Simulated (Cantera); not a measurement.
Input: 1 mol SiCl₄, 2.3 mol Cl₂, 4.2 mol H₂, at 100000 Pa.

Equilibrium computed with Cantera from the NASA thermochemical tables; the gas is ideal and each condensed phase is pure. Candidate condensed phases: Si; 19 gas species. The tables' values for SiCl₃ are old estimates; treat these amounts as uncertain. The numbers say what is thermodynamically allowed, not how fast it happens.

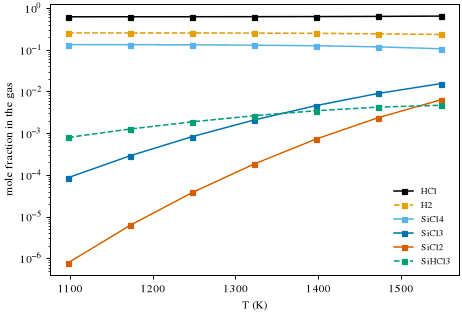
*Equilibrium gas composition (values under 1e-9 drawn at 1e-9)*

From 1098 K to 1548 K nothing is condensed. The main Si-bearing gas is SiCl₄ throughout.
